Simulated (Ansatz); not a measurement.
The calculation's input:

```
crystal:
  periodic: [false, false, false]
  atoms:
    - {symbol: F, position_ang: [-1.996711, -0.435797, -0.413511]}
    - {symbol: C, position_ang: [-0.986617, 0.208215, 0.253697]}
    - {symbol: C, position_ang: [0.242404, 0.459259, -0.609931]}
    - {symbol: C, position_ang: [0.906637, -0.565269, 0.312823]}
    - {symbol: O, position_ang: [-0.298637, -0.667560, 1.098276]}
    - {symbol: H, position_ang: [-1.453480, 1.038283, 0.792181]}
    - {symbol: H, position_ang: [0.112814, 0.162012, -1.648619]}
    - {symbol: H, position_ang: [0.643455, 1.469705, -0.554567]}
    - {symbol: H, position_ang: [1.739952, -0.197708, 0.914871]}
    - {symbol: H, position_ang: [1.173382, -1.522239, -0.142321]}
basis:
  gaussian: {orbitals: def2-TZVPP}
hamiltonian: {xc: pbe0, dispersion: d4}
output: {orbitals: {seedname: orbitals}}
```

Run with:

```sh
ansatz run in.yaml --threads 4 --pin off --events-out ev --progress --plain --max-ram 10444MiB
```

Geometry: PBE0-D4/def2-TZVP.

Theory: RKS PBE0-D4/def2-TZVPP (Ansatz 0.2.0).

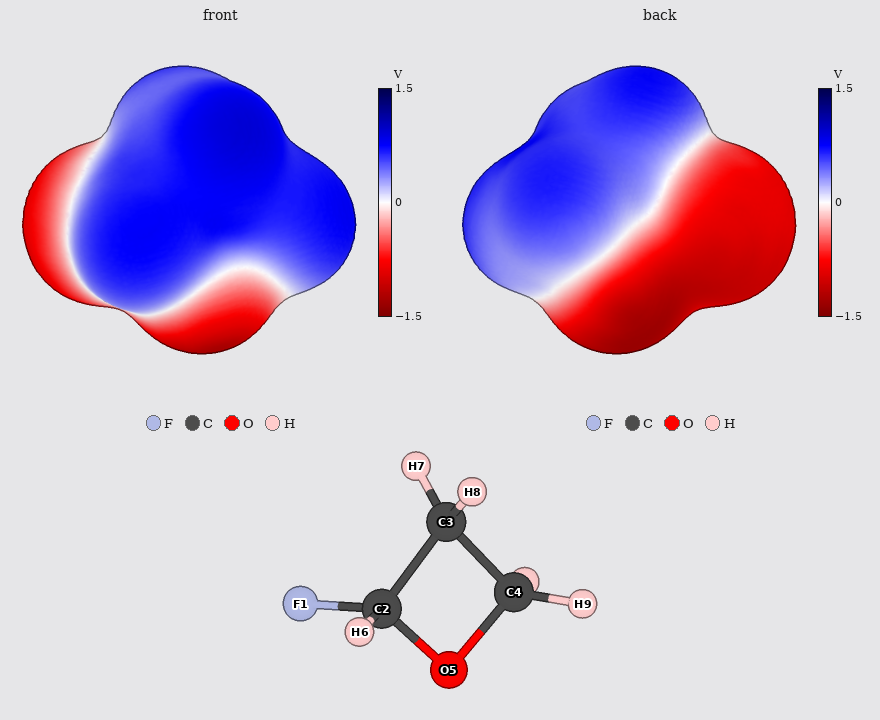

C₃H₅FO (SMILES FC1CCO1). The electrostatic potential painted on the density surface at 0.001 e/bohr³, seen from the front and from behind; the colour scale runs from red (negative) to blue (positive). The bare structure is drawn below in the same view.

Which sites attract a positive test charge, and which a negative one?

Answer. A positive charge is drawn to the negative regions and a negative charge to the positive ones. The most negative region (about −1.3 V) lies over O5, the most positive (about +0.9 V) over H8. O5 is the likeliest acceptor of a hydrogen bond.
